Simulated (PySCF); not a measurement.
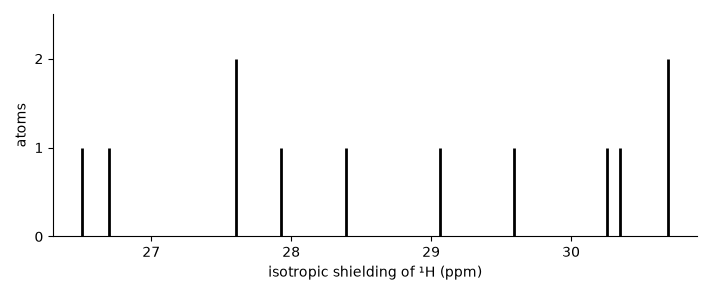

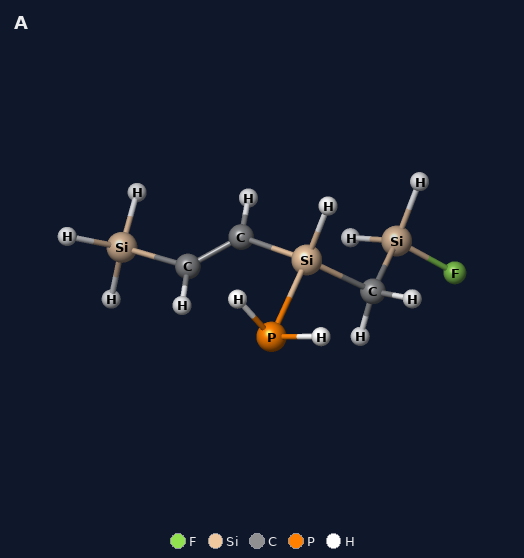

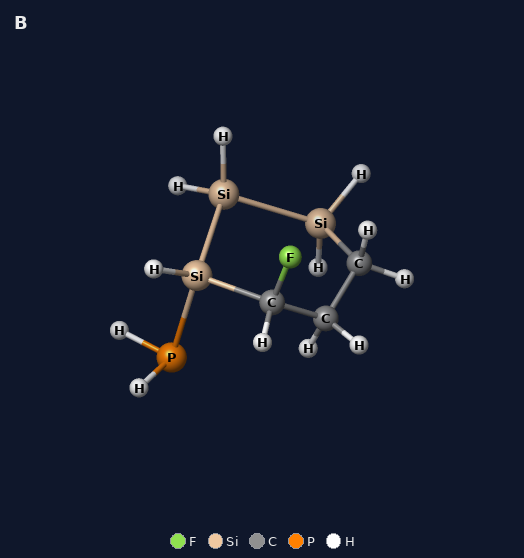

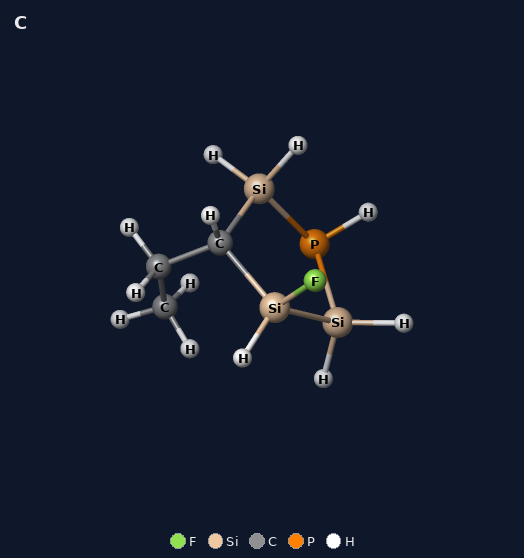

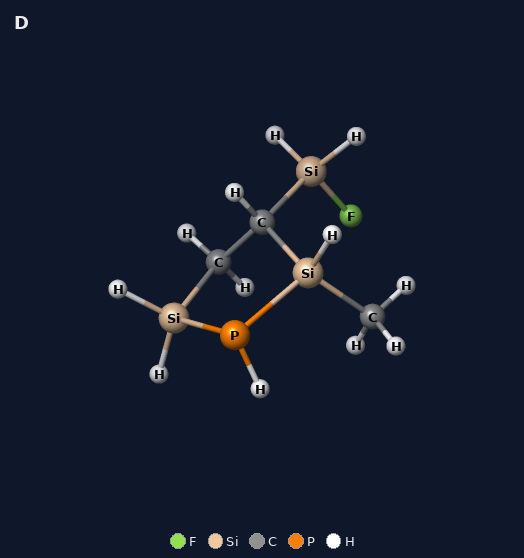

The sticks are computed shieldings of one of the molecules, for one fixed geometry (GFN2-xTB) without averaging over rotations. Low shielding means a high chemical shift. Method: GIAO PBE0/pcSseg-1 NMR shielding, non-relativistic, gas phase (PySCF 2.14.0).

### Which molecule gives this pattern?

B, `F[C@@H]1CC[SiH2][SiH2][Si@H]1P`. Its 12 H atoms give lines at 26.51, 26.70, 27.61 (2 atoms), 27.93, 28.39, 29.06, 29.60, 30.26, 30.35, 30.69 (2 atoms) ppm.

The geometry is semi-empirical. Around P, Si such bond lengths and angles can be off by a tenth of an ångström or more and by several degrees, and values that hang on the shape move with them.
